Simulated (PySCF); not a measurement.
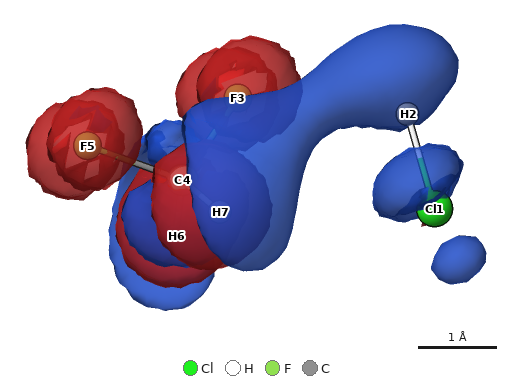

Figure. CH$_{3}$ClF$_{2}$, SMILES `Cl.FCF`. Unrelaxed difference density of S₃ less the ground state (TDA singlet states), ±0.02 e/Å³; blue: gain, red: loss.

Level of theory: ωB97X/def2-SVP (PySCF), at an unrelaxed start geometry of a pair search. Without diffuse functions Rydberg states are missing, so the states' numbers hold for this basis only.

Q: How does the charge move on excitation?

A: 0.77 e is displaced in all, of which about 0.4 e passes between atoms: F3 (0.22 e) and F5 (0.17 e) lose electrons and H2 (0.17 e) and Cl1 (0.12 e) gain them. The state: 10.68 eV (116 nm), f = 0.110 (bright), partly diffuse acceptor orbital, which a basis without diffuse functions describes poorly; the leading pair carries 96 %; hole on F3 (28 %), C4 (23 %) and F5 (21 %), electron on C4 (23 %), H6 (19 %) and H2 and H7 (17 % each) (atom shares of so diffuse an orbital are rough); their centroids lie 1.0 Å apart.

The PySCF run took 84 s on 1 thread of Intel(R) Xeon(R) Processor @ 2.70GHz, on a shared host, peak memory 0.46 GiB.
